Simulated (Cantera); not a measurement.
A closed system holds: 1 mol SiCl₄, 81 mol H₂, at 4.10 mbar.

Cantera equilibrium calculation (NASA polynomials, part measured and part estimated; ideal gas, pure solids and liquids). Candidate condensed phases: Si; 19 gas species. The tables' values for SiCl₃, SiCl are old estimates; treat these amounts as uncertain. Gases not in the tables: Si₂H₆ and higher silanes. The numbers say what is thermodynamically allowed, not how fast it happens.

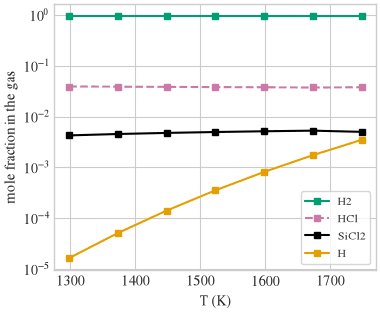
Figure. Equilibrium gas composition (values under 1e-9 drawn at 1e-9)

Problem. Read off the mole fractions at 1673 K.

Solution. H₂ about 0.96, HCl about 0.037, SiCl₂ about 0.0053, H about 0.0017.
